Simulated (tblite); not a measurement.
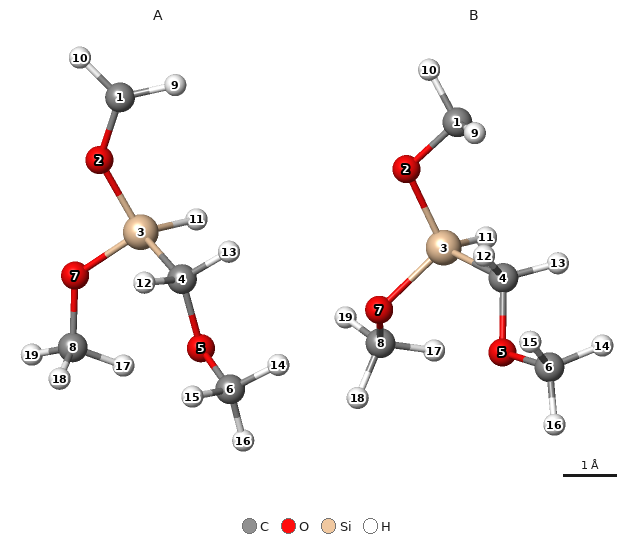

Two geometries of C$_{4}$H$_{11}$O$_{3}$Si (multiplicity 2), drawn at one scale. One is the start of a relaxation, the other its converged end. Style: ball-and-stick. Shown from a free direction.

Method: tblite 0.8.0, GFN2-xTB geometry optimisation, gas phase. 

Question: Which one is relaxed?

Answer: Structure A is the relaxed one. The atom that moves furthest after the best rigid fit is H9 (1.43 Å). By element the largest moves are H 1.43 Å, O 0.81 Å, C 0.63 Å, Si 0.38 Å. Near-neighbour distances that change, for instance: O2–Si3 1.724 → 1.624 Å, Si3–O7 1.704 → 1.611 Å, Si3–C4 1.859 → 1.918 Å, C1–H10 1.129 → 1.072 Å. Among the angles between lasting bonds that change: C1–O2–Si3 111.5° → 133.9°, H9–C1–H10 105.6° → 122.1°, Si3–O7–C8 113.6° → 127.6°. Groups turn about Si3–O7 by about 65°, O7–C8 by about 65°, Si3–C4 by about 25°. Over 132 geometry steps the energy falls by 29.6 kcal/mol. Cost: 1 s on 1 thread of Arm Neoverse V1 (shared host).
